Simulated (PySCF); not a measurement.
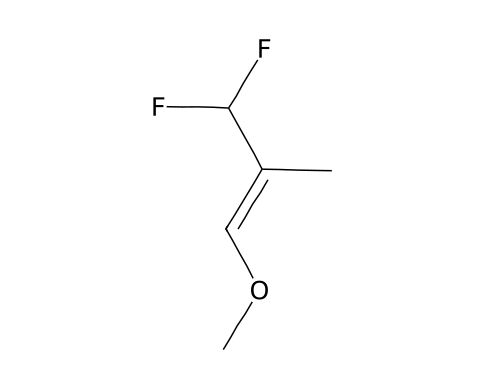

A structural formula.

Write the SMILES.

CO/C=C(\C)C(F)F

What is the molecular formula?

C5H8F2O.

An optimisation with GFN2-xTB gave a structure of which point group?

C1. Other conformers may differ.

The parts below concern this one geometry. Atoms keep their numbers from picture to picture. Computed geometry: GFN2-xTB optimisation. No frequency run is at hand to confirm it as a minimum.

### Shape

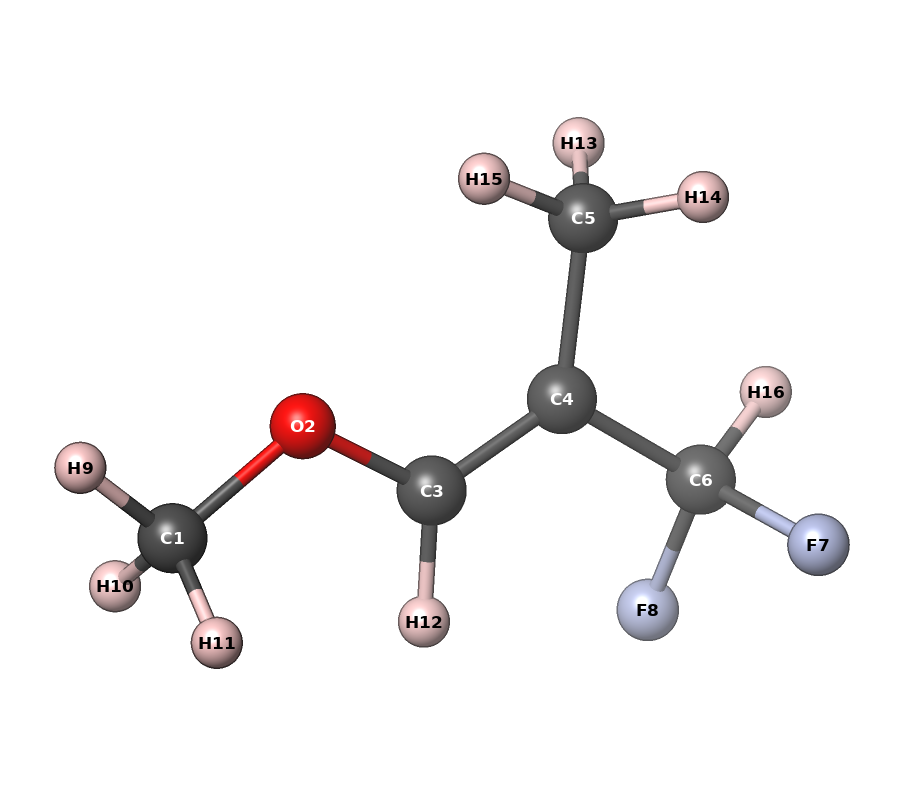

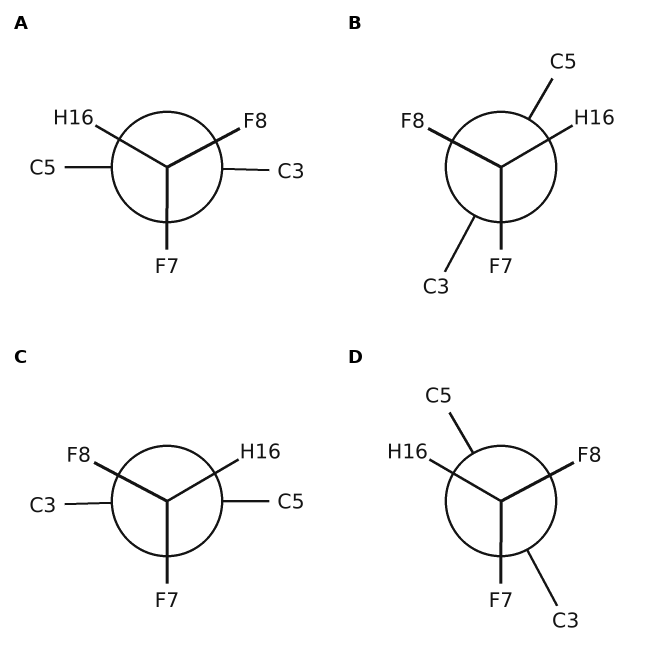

Atoms fade into the background with distance from the viewer. Bonds that would overlap in a projection are set slightly apart. No frequency run is at hand to confirm it as a minimum.

Which Newman projection shows the view along C6–C4, with C6 in front?

A. The torsion angle F7–C6–C4–C5 is 90°, about perpendicular.

### Electronic properties

No frequency run is at hand to confirm it as a minimum. Properties computed with B3LYP/pcJ-1, gas phase (PySCF 2.14.0).

Computed properties:

- dipole moment: 2.38 D
- HOMO energy (Kohn–Sham orbital): −6.40 eV
- LUMO energy (Kohn–Sham orbital): 0.01 eV
- HOMO–LUMO gap: 6.42 eV

### Spin–spin coupling

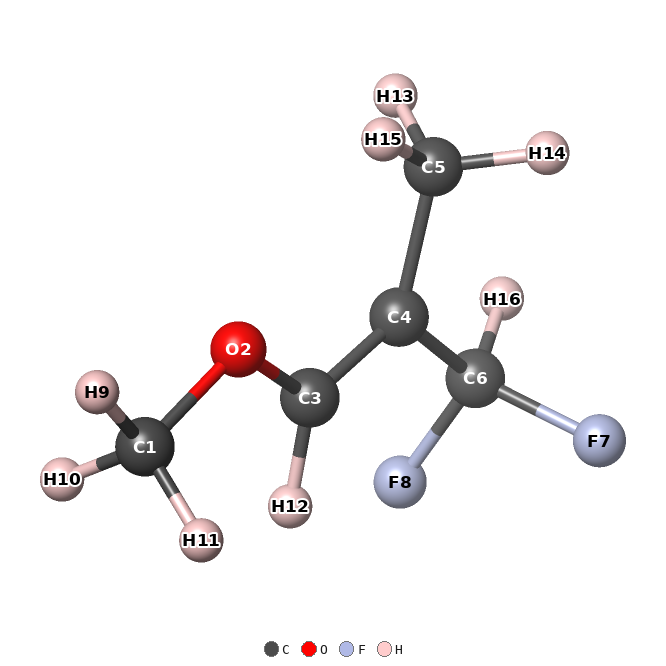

No frequency run is at hand to confirm it as a minimum. Level of theory: B3LYP/pcJ-1 indirect spin-spin coupling, non-relativistic, gas phase (PySCF 2.14.0). Isotopes: 13C, 19F, 1H, 17O.

Give the spin–spin coupling constants of these pairs, with the number of bonds between them: C6/F8, C4/F8, C4/F7, F7/H16, F8/H16.

| pair | bonds apart | J (Hz) |
| --- | --- | --- |
| C6, F8 | 1 | −294.0 |
| C4, F8 | 2 | 15.3 |
| C4, F7 | 2 | 16.9 |
| F7, H16 | 2 | 64.5 |
| F8, H16 | 2 | 59.9 |

Density functionals are unreliable for couplings to fluorine, so those rows may be far off.

### Quadrupole coupling

No frequency run is at hand to confirm it as a minimum. Electric field gradients from the ground-state density, B3LYP/pcJ-1 (PySCF 2.14.0), non-relativistic apart from any core potentials.

Give the largest field-gradient component, the quadrupole coupling constant and the asymmetry for 17O at O2 (Q = −25.6 mb), 2H at H9 (Q = 2.86 mb), 2H at H10 (Q = 2.86 mb), 2H at H11 (Q = 2.86 mb), 2H at H12 (Q = 2.86 mb).

| atom | V_zz (a.u.) | e²qQ/h (MHz) | η |
| --- | --- | --- | --- |
| O2 | 1.873 | −11.27 | 0.69 |
| H9 | 0.294 | 0.197 | 0.08 |
| H10 | 0.282 | 0.189 | 0.09 |
| H11 | 0.282 | 0.190 | 0.09 |
| H12 | 0.298 | 0.200 | 0.13 |
